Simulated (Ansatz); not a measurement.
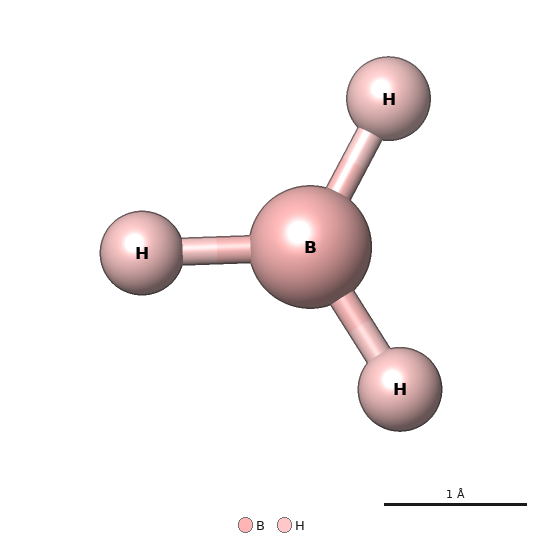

Distant atoms are faded towards the background colour. Computed geometry: PBE0-D4/def2-TZVP optimisation. Masses are those of the most abundant isotopes; constants are for the rigid equilibrium geometry.

Classify the rotor and give the rotational constants (GHz).

Answer. An oblate symmetric top (D3h): A = B = 235, C = 117 GHz.
